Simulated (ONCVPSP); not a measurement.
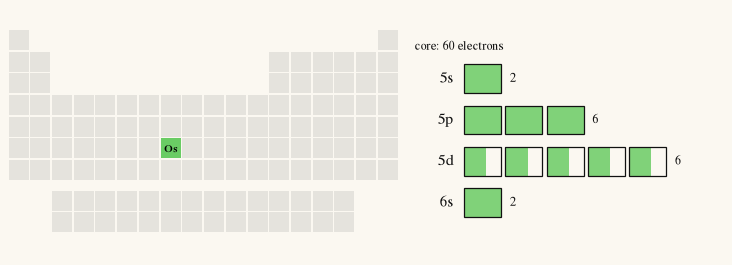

Figure 1. Left, the place of osmium in the periodic table; right, the valence shells of the reference configuration: a box for each of the 2l + 1 orbitals, shaded by the share of the shell that is filled, with the electron count at the right.

# Pseudopotential generation for Os

- system: osmium (Os, Z = 76), core [Kr] 4d10 4f14, reference valence 5s2 5p6 5d6 6s2, valence charge 16.
- method: ONCV potential, PBE, scalar-relativistic, made with ONCVPSP 4.0.1

**The input**
```
# ATOM AND REFERENCE CONFIGURATION
# atsym  z   nc   nv     iexc    psfile
  Os 76.00   10    4        4      upf
#
#   n    l    f
    1    0    2.00
    2    0    2.00
    2    1    6.00
    3    0    2.00
    3    1    6.00
    3    2   10.00
    4    0    2.00
    4    1    6.00
    4    2   10.00
    4    3   14.00
    5    0    2.00
    5    1    6.00
    5    2    6.00
    6    0    2.00
#
# PSEUDOPOTENTIAL AND OPTIMIZATION
# lmax
    2
#
#   l,   rc,      ep,       ncon, nbas, qcut
    0    1.45    0.00    5   10    9.20
    1    1.70    0.00    4    8    7.40
    2    1.45    0.00    4    8    6.70
#
# LOCAL POTENTIAL
# lloc, lpopt,  rc(5),   dvloc0
    4    5    1.25    0.00
#
# VANDERBILT-KLEINMAN-BYLANDER PROJECTORs
# l, nproj, debl
    0    2    3.70
    1    2    2.60
    2    1    0.60
#
# MODEL CORE CHARGE
# icmod, fcfact, rcfact
    0    0.00    0.00
#
# LOG DERIVATIVE ANALYSIS
# epsh1, epsh2, depsh
   -5.00    5.00    0.04
#
# OUTPUT GRID
# rlmax, drl
    6.00    0.01
#
# TEST CONFIGURATIONS
# ncnf
    4
# nvcnf
#   n    l    f
    4
    5    0    2.00
    5    1    6.00
    5    2    6.00
    6    0    1.00
#
    4
    5    0    2.00
    5    1    6.00
    5    2    6.00
    6    0    0.00
#
    4
    5    0    2.00
    5    1    6.00
    5    2    5.00
    6    0    0.00
#
    5
    5    0    2.00
    5    1    6.00
    5    2    6.00
    6    0    0.00
    6    1    2.00
#
```

Hardware: 1 CPU thread, shared host.

Command:
```bash
oncvpsp.x < Os.dat > Os.out
```

**Log (extracts)**
```
ONCVPSP  (Optimized Norm-Conservinng Vanderbilt PSeudopotential)
scalar-relativistic version 4.0.1

#   n    l    f        energy (Ha)
    1    0    2.00    -2.7150734E+03
    2    0    2.00    -4.7284937E+02
    2    1    6.00    -4.1167993E+02
    3    0    2.00    -1.1003926E+02
    3    1    6.00    -9.2081844E+01
    3    2   10.00    -7.2038625E+01
    4    0    2.00    -2.3222497E+01
    4    1    6.00    -1.7333919E+01
    4    2   10.00    -1.0027450E+01
    4    3   14.00    -1.9101812E+00
    5    0    2.00    -3.3644808E+00
    5    1    6.00    -1.8683286E+00
    5    2    6.00    -2.2987448E-01
    6    0    2.00    -2.2589415E-01

Reference configufation results
  iterations    27
  all-electron total energy (Ha)   -1.72538533D+04

Begin loop to  construct optimized pseudo wave functions
and semi-local pseudopoentials for all angular momenta

Calculating optimized projector #   1

 for l=   0

    Fraction of norm inside rc  0.904505
    Optimizing pswf for qcut=   9.20 a_B^-1,  ecut=  42.30 Ha
    Residual kinetic energy error=  7.55D-06 Ha
 ERROR pspot:  first pseudo wave function has node,          program will stop
 ERROR pspot: try changing psp parameters for this l
```

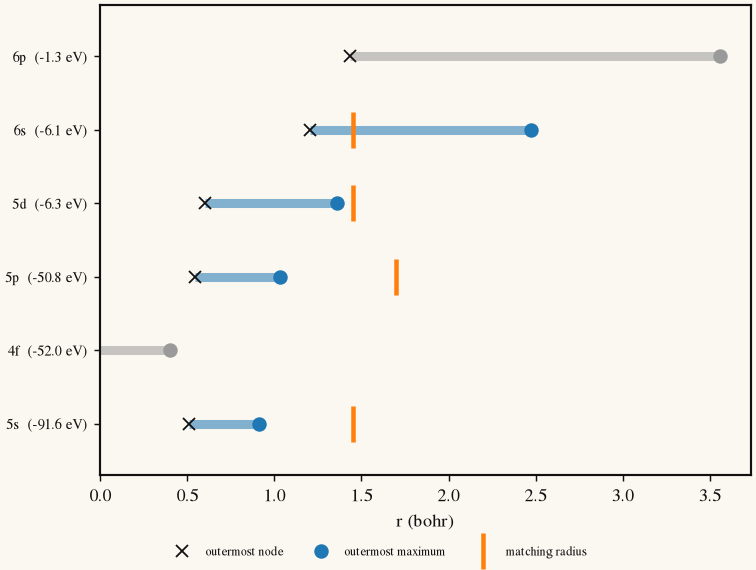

Figure 2. Outer shells of the all-electron reference atom: each bar runs from the outermost node (or the nucleus) to the outermost maximum of u(r); the tick is the radius chosen for the pseudo-wave. Shells without a tick have no pseudo-wave of their own. Levels, nodes and maxima are from ld1.x, scalar-relativistic.

- Radii against the shells: 5s: 1.45 bohr, outside the maximum; 5p: 1.70 bohr, outside the maximum; 5d: 1.45 bohr, outside the maximum; 6s: 1.45 bohr, between node and maximum.

**Outcome**

```tsv
quantity	value
outcome	ended with an error
```

**What went wrong**

The generator stopped with the message “ERROR pspot: first pseudo wave function has node, program will stop”. In words: the optimised pseudo-wave of the first projector has a node, so the radial equation cannot be inverted for a potential. It was at work on the s channel when it stopped.
